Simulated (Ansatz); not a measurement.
# H4N2Si: what the fields show

Input file:

```
crystal:
  periodic: [false, false, false]
  atoms:
    - { symbol: "N", position_ang: [-0.9757, 0.4178, -0.5039] }
    - { symbol: Si, position_ang: [-0.197, -1.0088, -0.4107] }
    - { symbol: "N", position_ang: [0.9983, -0.3536, 0.5437] }
    - { symbol: H, position_ang: [-1.9325, 0.321, -0.7355] }
    - { symbol: H, position_ang: [-1.0118, 0.8846, 0.3911] }
    - { symbol: H, position_ang: [1.232, -1.00624, 1.31312] }
    - { symbol: H, position_ang: [0.67212, 0.51882, 1.06314] }
basis:
  gaussian: { orbitals: def2-SVP }
hamiltonian:
  xc: b3lyp
  dispersion: d4
relax:
  f_tol: 0.015
  max_steps: 40
output:
  orbitals: {}
```

Launched as:

```sh
ansatz run input.yaml --threads 1 --pin off --max-ram 2048MiB --backend cpu --events-out ev --progress --plain --runs-dir out
```

The fields are those of the relaxed geometry.

The calculation used RKS B3LYP-D4/def2-SVP (Ansatz 0.2.0).

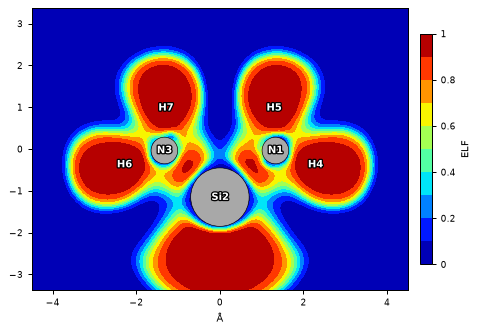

Figure 1. ELF on the molecular plane. Grey discs cover the atomic cores.

Interpret the plot.

Answer. The plane passes through N, Si and H nuclei.
Si–N (1.73 Å): the ELF peaks at about 0.90 between the atoms; a polar covalent bond.
N–H (1.02 Å): the ELF climbs to about 1 towards the hydrogen, as it does in any bond to H: a covalent bond by its length.
The ELF also peaks beside Si2, away from the bonds: lone-pair regions.

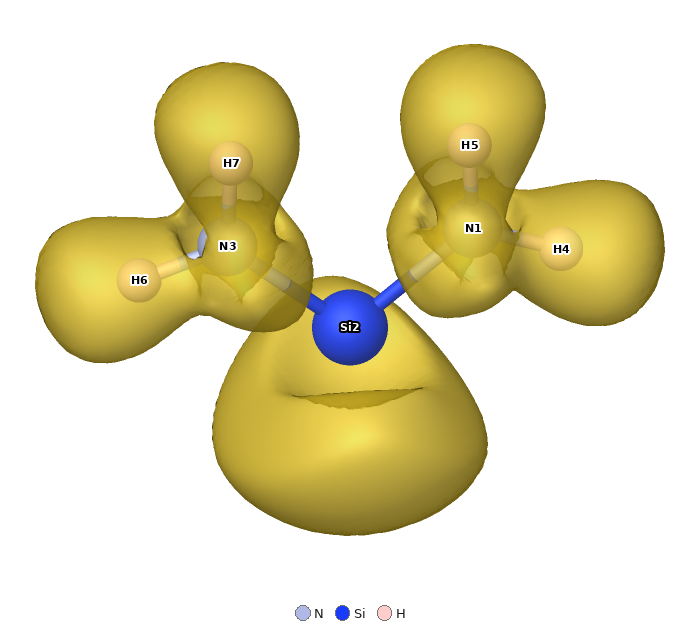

Figure 2. Isosurface of the ELF at 0.75 (yellow), seen at a tilt. Only the valence region is drawn (cores and ρ < 0.01 e/Å³ removed).

Describe the localisation domains.

Answer. At this value the surface marks out one lobe on Si, pointing away from the bonds (lone pairs) and two joined regions spread over several atoms (H, N), in which their bonds and any lone pairs are merged.

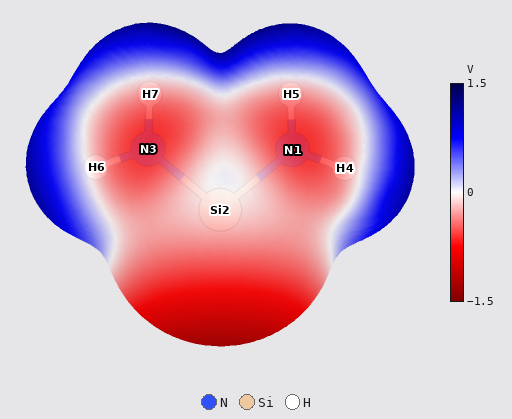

Figure 3. The molecular electrostatic potential painted on the density surface at 0.001 e/bohr³, seen across its widest extent; red is negative and blue positive.

Which sites attract a positive test charge, and which a negative one?

Answer. A positive charge is drawn to the negative regions and a negative charge to the positive ones. The most negative region (about −1.2 V) lies over Si2, the most positive (about +1.2 V) over H5 and H7.
